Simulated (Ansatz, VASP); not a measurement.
# Cross-check of FeSb2 between VASP and Ansatz

Aim: how closely do two programs agree when they are given the same cell, functional and k mesh?

Main program and level: Ansatz 0.2.0; plane waves, with VASP 6.6.1 beside it; relaxation of the atoms at PBEsol and band structure at PBEsol.

## 1. The structure

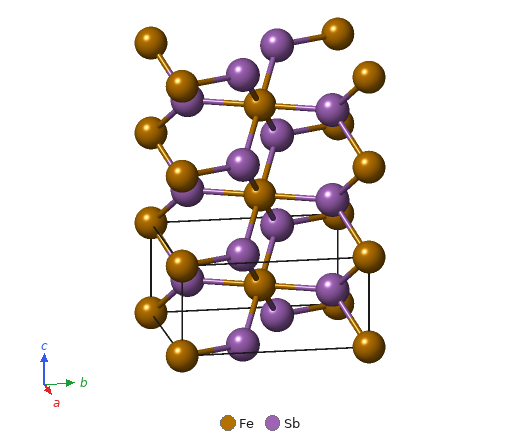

The starting structure, seen slightly off an axis (iron orange, antimony purple). 1×1×3 cells are drawn. Some periodic images of atoms are drawn too.

Coordinates:

```cif
data_structure
_symmetry_space_group_name_H-M 'Pnnm'
_symmetry_Int_Tables_number 58
_cell_length_a 5.8230
_cell_length_b 6.5230
_cell_length_c 3.1940
_cell_angle_alpha 90.000
_cell_angle_beta 90.000
_cell_angle_gamma 90.000
_cell_volume 121.32
loop_
_atom_site_label
_atom_site_type_symbol
_atom_site_symmetry_multiplicity
_atom_site_Wyckoff_symbol
_atom_site_fract_x
_atom_site_fract_y
_atom_site_fract_z
_atom_site_occupancy
Fe1 Fe 2 a 0.00000 0.00000 0.00000 1
Sb1 Sb 4 g 0.18820 0.64370 0.00000 1
```

## 2. VASP: relaxation of the atoms, PBEsol

A relaxation sums small force errors into a geometry.

Lines of VASP's logs that name or quote its potential files are left out, and so is its time.

Input file INCAR:

```
SYSTEM = FeSb2
PREC = Accurate
ENCUT = 400
EDIFF = 1E-06
NELM = 100
ISMEAR = 0
SIGMA = 0.02
LREAL = .FALSE.
ALGO = Normal
GGA = PS
NBANDS = 32
ISPIN = 2
MAGMOM = 4 4 0 0 0 0
LASPH = .TRUE.
LMAXMIX = 4
LORBIT = 11
LWAVE = .FALSE.
LCHARG = .FALSE.
KPAR = 4
IBRION = 2
NSW = 40
ISIF = 2
EDIFFG = -0.005
```

Input file POSCAR:

```
FeSb2
1.0
    5.8230000000      0.0000000000      0.0000000000
    0.0000000000      6.5230000000      0.0000000000
    0.0000000000      0.0000000000      3.1940000000
Fe Sb
2 4
Direct
    0.0000000000      0.0000000000      0.0000000000
    0.5000000000      0.5000000000      0.5000000000
    0.1882000000      0.6437000000      0.0000000000
    0.8118000000      0.3563000000      0.0000000000
    0.6882000000      0.8563000000      0.5000000000
    0.3118000000      0.1437000000      0.5000000000
```

Input file KPOINTS:

```
Automatic mesh
0
Gamma
4 4 6
0 0 0
```

The projector-augmented-wave data sets are Fe and Sb (PBE family, release 64).

Run with:

```bash
> mpirun -np 4 vasp_std
```

Numbers of over 12 decimals in the logs are rounded to 6 here.

The log of the run:

```text
[banner, memory and clock lines left out]
running    4 mpi-ranks, on    1 nodes
 distrk:  each k-point on    1 cores,    4 groups
 distr:  one band on    1 cores,    1 groups

 POSCAR found type information on POSCAR FeSb
 POSCAR found :  2 types and       6 ions
|                                                                             |
|               ----> ADVICE to this user running VASP <----                  |
|                                                                             |
|     You enforced a specific xc type in the INCAR file but a different       |
|     [... a line on the potential file left out ...]
|     I HOPE YOU KNOW WHAT YOU ARE DOING!                                     |
|                                                                             |

 LDA part: xc-table for (Slater+PW92), standard interpolation
 POSCAR, INCAR and KPOINTS ok, starting setup
 FFT: planning ... GRIDC
 FFT: planning ... GRID_SOFT
 FFT: planning ... GRID
 WAVECAR not read
 entering main loop
       N       E                     dE             d eps       ncg     rms          rms(c)
DAV:   1     0.197040789561E+03    0.19704E+03   -0.11311E+04  4608   0.832E+02
DAV:   2    -0.238650481464E+02   -0.22091E+03   -0.20732E+03  4856   0.220E+02
DAV:   3    -0.375487590654E+02   -0.13684E+02   -0.12998E+02  5856   0.631E+01
DAV:   4    -0.379289623968E+02   -0.38020E+00   -0.37816E+00  5272   0.112E+01
DAV:   5    -0.379417605428E+02   -0.12798E-01   -0.12796E-01  6328   0.228E+00    0.197E+01
DAV:   6    -0.522363013138E+02   -0.14295E+02   -0.40395E+01  5688   0.986E+01    0.441E+01
DAV:   7    -0.363296757220E+02    0.15907E+02   -0.27090E+01  5776   0.824E+01    0.701E+00
DAV:   8    -0.365840087957E+02   -0.25433E+00   -0.30160E+00  6640   0.102E+01    0.383E+00
DAV:   9    -0.365472068694E+02    0.36802E-01   -0.32607E-01  5776   0.595E+00    0.183E+00
DAV:  10    -0.365434940826E+02    0.37128E-02   -0.20515E-02  6208   0.103E+00    0.958E-01
DAV:  11    -0.365439208335E+02   -0.42675E-03   -0.95614E-03  6888   0.109E+00    0.734E-01
DAV:  12    -0.365444617310E+02   -0.54090E-03   -0.34062E-03  6992   0.622E-01    0.680E-01
DAV:  13    -0.365393573869E+02    0.51043E-02   -0.15236E-02  6928   0.150E+00    0.316E-01
DAV:  14    -0.365418505539E+02   -0.24932E-02   -0.61621E-03  6848   0.695E-01    0.213E-01
DAV:  15    -0.365416726214E+02    0.17793E-03   -0.26685E-03  6888   0.575E-01    0.126E-01
DAV:  16    -0.365418682225E+02   -0.19560E-03   -0.31950E-04  6824   0.132E-01    0.661E-02
DAV:  17    -0.365418940208E+02   -0.25798E-04   -0.30841E-05  6608   0.547E-02    0.324E-02
DAV:  18    -0.365419051739E+02   -0.11153E-04   -0.24500E-05  6904   0.550E-02    0.181E-02
DAV:  19    -0.365419085776E+02   -0.34037E-05   -0.90888E-06  5864   0.310E-02    0.106E-02
DAV:  20    -0.365419100459E+02   -0.14683E-05   -0.44723E-06  3840   0.214E-02    0.545E-03
DAV:  21    -0.365419105345E+02   -0.48861E-06   -0.16659E-06  3048   0.120E-02
   1 F= -.36541911E+02 E0= -.36540462E+02  d E =-.365419E+02  mag=     1.3605
[...]
2 F= -.36575488E+02 E0= -.36574326E+02  d E =-.335779E-01  mag=     1.3316
[...]
3 F= -.36589281E+02 E0= -.36588485E+02  d E =-.473703E-01  mag=     1.3324
[...]
4 F= -.36589431E+02 E0= -.36588657E+02  d E =-.475203E-01  mag=     1.3328
[...]
5 F= -.36589415E+02 E0= -.36588635E+02  d E =-.475043E-01  mag=     1.3327
[...]
6 F= -.36589450E+02 E0= -.36588675E+02  d E =-.353972E-04  mag=     1.3326
[...]
7 F= -.36589462E+02 E0= -.36588692E+02  d E =-.468158E-04  mag=     1.3325
 curvature:  -1.17 expect dE=-0.218E-04 dE for cont linesearch -0.260E-08
 trial: gam= 0.04373 g(F)=  0.187E-04 g(S)=  0.000E+00 ort = 0.289E-06 (trialstep = 0.146E+01)
 search vector abs. value=  0.188E-04
 bond charge predicted
       N       E                     dE             d eps       ncg     rms          rms(c)
DAV:   1    -0.365894773970E+02   -0.14952E-04   -0.43240E-04  4680   0.923E-02    0.763E-03
DAV:   2    -0.365894821220E+02   -0.47250E-05   -0.33575E-05  6304   0.585E-02    0.176E-02
DAV:   3    -0.365894794127E+02    0.27093E-05   -0.51370E-06  4728   0.340E-02    0.281E-03
DAV:   4    -0.365894794383E+02   -0.25552E-07   -0.42911E-07  2456   0.400E-03
   8 F= -.36589479E+02 E0= -.36588714E+02  d E =-.177423E-04  mag=     1.3326
 trial-energy change:   -0.000018  1 .order   -0.000018   -0.000027   -0.000009
 step:   2.1270(harm=  2.1270)  dis= 0.00098  next Energy=   -36.589482 (dE=-0.199E-04)
 reached required accuracy - stopping structural energy minimisation
```

OUTCAR, selected parts (step 2):

```text
ion  position               nearest neighbor table
   1  0.000  0.000  0.000-   3 2.57   4 2.57   5 2.59   6 2.59   5 2.59   6 2.59
   2  0.500  0.500  0.500-   5 2.57   6 2.57   3 2.59   4 2.59   3 2.59   4 2.59
   3  0.188  0.644  0.000-   1 2.57   2 2.59   2 2.59   4 2.88   5 3.60   5 3.60   5 3.60   5 3.60
                             6 3.70   6 3.70   6 3.70   6 3.70
   4  0.812  0.356  0.000-   1 2.57   2 2.59   2 2.59   3 2.88   6 3.60   6 3.60   6 3.60   6 3.60
                             5 3.70   5 3.70   5 3.70   5 3.70
   5  0.688  0.856  0.500-   2 2.57   1 2.59   1 2.59   6 2.88   3 3.60   3 3.60   3 3.60   3 3.60
                             4 3.70   4 3.70   4 3.70   4 3.70
   6  0.312  0.144  0.500-   2 2.57   1 2.59   1 2.59   5 2.88   4 3.60   4 3.60   4 3.60   4 3.60
                             3 3.70   3 3.70   3 3.70   3 3.70

  LATTYP: Found a simple orthorhombic cell.
 ALAT       =     3.1940000000
 B/A-ratio  =     1.8231058234
 C/A-ratio  =     2.0422667502

 Subroutine GETGRP returns: Found  8 space group operations
 (whereof  4 operations were pure point group operations)

The static configuration has the point symmetry C_2h.
 The point group associated with its full space group is D_2h.

 Found     36 irreducible k-points:

   k-points           NKPTS =     36   k-points in BZ     NKDIM =     36   number of bands    NBANDS=     32

   dimension x,y,z NGX =    40 NGY =   48 NGZ =   24
   dimension x,y,z NGXF=    80 NGYF=   96 NGZF=   48

   ENCUT  =  400.0 eV  29.40 Ry    5.42 a.u.   9.50 10.64  5.21*2*pi/ulx,y,z

   NELECT =      36.0000    total number of electrons

 k-points in reciprocal lattice and weights: Automatic mesh
   0.00000000  0.00000000  0.00000000       0.010
   0.25000000  0.00000000  0.00000000       0.021
   0.50000000  0.00000000  0.00000000       0.010
   0.00000000  0.25000000  0.00000000       0.021
   0.25000000  0.25000000  0.00000000       0.042
   0.50000000  0.25000000  0.00000000       0.021
   0.00000000  0.50000000  0.00000000       0.010
   0.25000000  0.50000000  0.00000000       0.021
   0.50000000  0.50000000  0.00000000       0.010
[...]
0.25000000  0.50000000  0.50000000       0.021
   0.50000000  0.50000000  0.50000000       0.010

 average (electrostatic) potential at core
       1 -40.2905       2 -40.2905       3 -83.9274       4 -83.9274       5 -83.9274
       6 -83.9274

 E-fermi :   8.2270

 spin component 1
 k-point     1 :       0.0000    0.0000    0.0000
  band No.  band energies     occupation
    ...
     14       6.8973      1.00000
     15       7.3128      1.00000
     16       7.4717      1.00000
     17       7.6184      1.00000
     18       7.6286      1.00000
     19       8.9223      0.00000
     20      10.3536      0.00000
     21      11.9829      0.00000
     22      12.1509      0.00000
     23      12.5017      0.00000
    ...

 k-point     2 :       0.2500    0.0000    0.0000
  band No.  band energies     occupation
    ...
     14       6.9558      1.00000
     15       7.4205      1.00000
     16       7.5904      1.00000
     17       7.6090      1.00000
     18       7.8466      1.00000
     19       9.3990      0.00000
     20      10.7947      0.00000
     21      10.9912      0.00000
     22      11.8919      0.00000
     23      12.1760      0.00000
    ...

 k-point     3 :       0.5000    0.0000    0.0000
  band No.  band energies     occupation
    ...
     14       6.8671      1.00000
     15       7.5459      1.00000
     16       7.5459      1.00000
     17       7.5791      1.00000
     18       7.5791      1.00000
     19      10.7132      0.00000
     20      10.7132      0.00000
     21      11.5383      0.00000
     22      11.5383      0.00000
     23      11.9407      0.00000
    ...

 k-point     4 :       0.0000    0.2500    0.0000
  band No.  band energies     occupation
    ...
     14       6.9056      1.00000
     15       7.4773      1.00000
     16       7.5912      1.00000
     17       7.5938      1.00000
     18       7.6563      1.00000
     19       9.1397      0.00000
     20      10.0981      0.00000
     21      10.6652      0.00000
     22      11.6701      0.00000
     23      12.0595      0.00000
    ...

 k-point     5 :       0.2500    0.2500    0.0000
  band No.  band energies     occupation
    ...
     14       6.8827      1.00000
     15       7.3056      1.00000
     16       7.5703      1.00000
     17       7.6066      1.00000
     18       7.6236      1.00000
     19       9.8639      0.00000
     20      10.3279      0.00000
     21      10.4828      0.00000
     22      11.0607      0.00000
     23      12.1603      0.00000
    ...

 k-point     6 :       0.5000    0.2500    0.0000
  band No.  band energies     occupation
    ...
     14       6.8483      1.00000
     15       7.2881      1.00000
     16       7.2881      1.00000
     17       7.6020      1.00000
     18       7.6020      1.00000
     19       9.7001      0.00000
     20       9.7001      0.00000
     21      11.4129      0.00000
     22      11.4129      0.00000
     23      12.1148      0.00000
    ...

  Total       -3.2004256     -3.9276006     -1.0243121      0.0000000      0.0000000      0.0000000
  in kB      -42.2658134    -51.8691125    -13.5273832      0.0000000      0.0000000      0.0000000
  external PRESSURE =     -35.8874363 kB  Pullay stress =       0.0000000 kB

  energy-cutoff  :      400.00
  volume of cell :      121.32
      direct lattice vectors                 reciprocal lattice vectors
     5.823000000  0.000000000  0.000000000     0.171732784  0.000000000  0.000000000
     0.000000000  6.523000000  0.000000000     0.000000000  0.153303695  0.000000000
     0.000000000  0.000000000  3.194000000     0.000000000  0.000000000  0.313087038

 POSITION                                       TOTAL-FORCE (eV/Angst)
 -----------------------------------------------------------------------------------
      0.00000      6.52300      0.00000         0.000000      0.000000      0.000000
      2.91150      3.26150      1.59700         0.000000      0.000000      0.000000
      1.14353      4.21158      0.00000         0.002968      0.000822      0.000000
      4.67947      2.31142      0.00000        -0.002968     -0.000822     -0.000000
      4.05503      5.57292      1.59700         0.002968     -0.000822      0.000000
      1.76797      0.95008      1.59700        -0.002968      0.000822     -0.000000
 -----------------------------------------------------------------------------------
    total drift:                               -0.000000      0.000000     -0.000000

  FREE ENERGIE OF THE ION-ELECTRON SYSTEM (eV)
  ---------------------------------------------------
  free  energy   TOTEN  =       -36.5894794383 eV

  energy  without entropy=      -36.5879493876  energy(sigma->0) =      -36.58871441

 reached required accuracy - stopping structural energy minimisation

 total charge
# of ion       s       p       d       tot
------------------------------------------
    1        0.389   0.474   6.459   7.323
    2        0.389   0.474   6.459   7.323
    3        1.156   1.220   0.062   2.439
    4        1.156   1.220   0.062   2.439
    5        1.156   1.220   0.062   2.439
    6        1.156   1.220   0.062   2.439
--------------------------------------------------
tot          5.404   5.828  13.167  24.400

 magnetization (x)
# of ion       s       p       d       tot
------------------------------------------
    1        0.005  -0.001   0.800   0.805
    2        0.005  -0.001   0.800   0.805
    3       -0.003  -0.032  -0.002  -0.037
    4       -0.003  -0.032  -0.002  -0.037
    5       -0.003  -0.032  -0.002  -0.037
    6       -0.003  -0.032  -0.002  -0.037
--------------------------------------------------
tot         -0.002  -0.128   1.592   1.462

[... 6 further parts left out ...]
```

(Part 1 of 3 ends here.)

[Lines on the potential files, build, host, timing and source positions are cut from VASP's logs without a mark.]

[Logs are printed without paths, hosts, clocks, repeated set-up lines and the standing remarks that a program may print on its own settings, such as how far it seeks lower states.]

[Hosts, paths, dates, database ids (printed as entryN), source tags and the programs' standing remarks are cut or masked in the printed files.]
